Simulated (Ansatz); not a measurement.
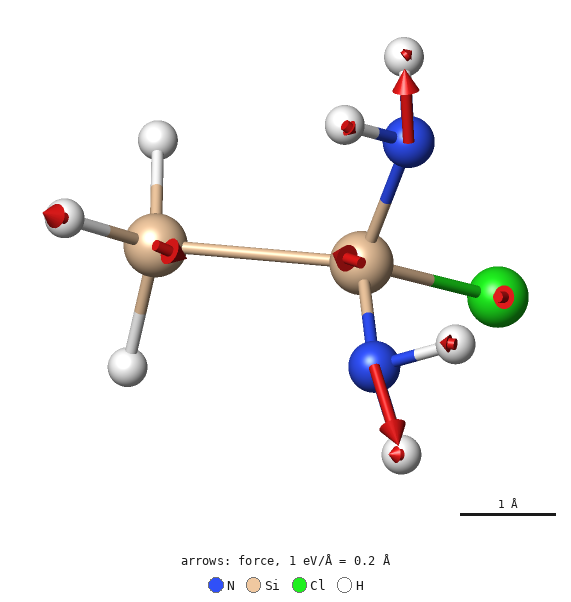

Starting geometry of Si2N2H7Cl (coarse preliminary run) with the computed forces as red arrows. Style: ball-and-stick. Shown from a free direction.

The start comes from a force field.

Computed with Ansatz 0.2.0, RKS PBE-D4/def2-SVP. Set-up: force threshold 0.03 eV/Å; at most 200 steps.

Question: What follows when this structure is relaxed?

Answer: It isn't relaxed: the largest force vector, on an N atom, is 4.94 eV/Å. The final displacements have little in common with the starting forces (cosine between the two patterns 0.24). An H atom moves most after the best rigid fit: 0.66 Å. By element the largest moves are H 0.66 Å, Cl 0.49 Å, N 0.25 Å, Si 0.17 Å. Among the contacts that change: H–Si 1.420 → 1.508 Å, N–Si 1.640 → 1.728 Å, Cl–Si 2.031 → 2.116 Å, N–Si 1.669 → 1.735 Å. Among the angles between lasting bonds that change: N–Si–N 93.4° → 106.0°, H–N–H 100.1° → 111.2°, H–N–H 100.7° → 111.4°. After 8 geometry steps the energy has fallen by 1.001 eV. The largest force component goes from 4 to 0.026 eV/Å.
